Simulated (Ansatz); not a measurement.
# CH₇N₃Si: one species, many methods

How much do the methods differ for CH₇N₃Si? The plan is to run it at one geometry with functionals of several rungs and with coupled cluster. The yardstick is the atomisation energy at the CCSD(T) limit.

The runs use Ansatz 0.2.0, Gaussian basis; functionals in def2-TZVPP, the program's frozen cores in correlated methods.

Levels to be run: PBE-D4, r2SCAN-D4, PBE0-D4, B3LYP-D4, ωB97X-V, ωB97M-V, B2PLYP; CCSD(T)/def2-TZVPP; MP2/def2-QZVPP; extrapolation to the limit.

**1. Structure used throughout**

All runs share one geometry, relaxed beforehand with PBE0-D4 in a triple-zeta def2 set.

SMILES `NC1(N)N[SiH2]1`, 12 atoms, charge 0, spin multiplicity 1.

Atoms are counted from 1 here; the program's logs count them from 0.

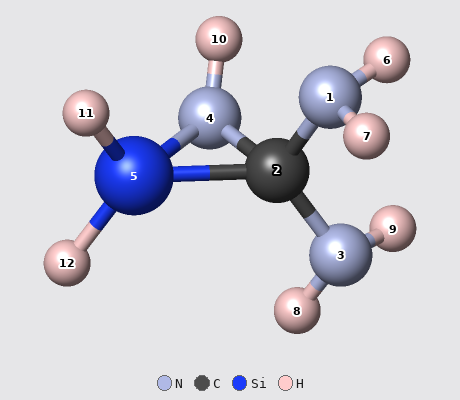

The structure; nitrogen light blue, carbon dark grey, silicon blue, hydrogen pink; atoms are numbered from 1 in the order of the file.

**2. PBE-D4 (GGA)**

in.yaml reads:

```yaml
crystal:
  periodic: [false, false, false]
  atoms:
    - {symbol: N, position_ang: [-0.697974, 1.342511, -0.217463]}
    - {symbol: C, position_ang: [0.086901, 0.193849, 0.132474]}
    - {symbol: N, position_ang: [1.188333, 0.476945, 1.004531]}
    - {symbol: N, position_ang: [0.362441, -0.683191, -1.043719]}
    - {symbol: Si, position_ang: [-0.791186, -1.425541, 0.017772]}
    - {symbol: H, position_ang: [-0.139865, 1.989171, -0.771341]}
    - {symbol: H, position_ang: [-0.967562, 1.834462, 0.625742]}
    - {symbol: H, position_ang: [1.613630, -0.376413, 1.344372]}
    - {symbol: H, position_ang: [1.910013, 0.982763, 0.494390]}
    - {symbol: H, position_ang: [0.087626, -0.290465, -1.935677]}
    - {symbol: H, position_ang: [-2.237486, -1.426617, -0.294750]}
    - {symbol: H, position_ang: [-0.337972, -2.672675, 0.677570]}
basis:
  gaussian: {orbitals: def2-TZVPP}
hamiltonian: {xc: pbe, dispersion: d4}
output: {forces: true, orbitals: {seedname: orbitals}}
```

Launch:

```console
$ ansatz run in.yaml --threads 4 --pin off --events-out ev --progress --plain --max-ram 10444MiB
```

After this run come: r2SCAN-D4 (meta-GGA); PBE0-D4 (hybrid); B3LYP-D4 (hybrid); ωB97X-V (range-separated); ωB97M-V (range-separated); B2PLYP (double hybrid); CCSD(T) in def2-TZVPP; MP2 in def2-QZVPP.

**Question.** What will the summary of the whole plan be? Wanted: atomisation energy, CCSD(T)/CBS; farthest; mean size of error, hybrid; mean size of error, range-separated; gap, smallest and largest; T1 diagnostic; triples share of the correlation energy.

The runs gave:

| quantity | value |
| --- | --- |
| atomisation energy, CCSD(T)/CBS | 42.784 eV |
| functionals within 0.214 eV (0.5 %) | r2SCAN-D4, PBE0-D4 |
| farthest | PBE-D4 (+1.333 eV) |
| mean size of error, hybrid | 0.210 eV |
| mean size of error, range-separated | 0.375 eV |
| gap, smallest and largest | 4.31 eV (PBE-D4), 10.72 eV (ωB97X-V) |
| T1 diagnostic | 0.0120 |
| triples share of the correlation energy | 4.1 % |

PBE-D4 is off by +1.333 eV. Double hybrids carry the basis error of their MP2 part in triple zeta, and no dispersion term here, so their miss is partly the set-up's. The reference freezes the cores and leaves out relativity and excitations past (T), so misses under about 0.214 eV can't be ranked. Hartree-Fock recovers 65 % of the binding; the rest is correlation. The gap grows from 4.3 to 10.7 eV across the functionals, mostly with the share of exact exchange.
